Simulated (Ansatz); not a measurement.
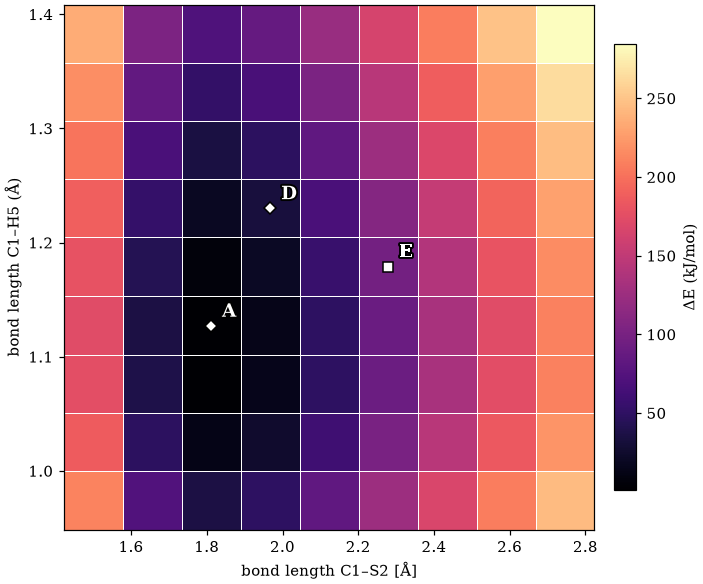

CH₃BrSSi, SMILES CS[Si]Br. Coordinates scanned: (1) bond length C1–S2; (2) bond length C1–H5. Nothing is relaxed (all other coordinates rigid). Grid: 9 × 9 points. Points are written as (first, second). Energies are in kJ/mol, from the relaxed molecule at the same level. The reference is spin-restricted, which grows unreliable where a bond is stretched far. All numbers below come from Ansatz, RKS PBE-D4/def2-SVP.

The picture shows one coloured cell a grid point, lettered points.

Is A the lowest point of the computed grid?

Answer. Yes. A, at (1.812 Å, 1.127 Å), has the lowest energy of the grid.

What kind of point is each of A, D, E: minimum, saddle, maximum or slope?

Answer. A: minimum; D: on a slope; E: on a slope. (In these two coordinates alone; a stationary point may lie a little off the grid point.)
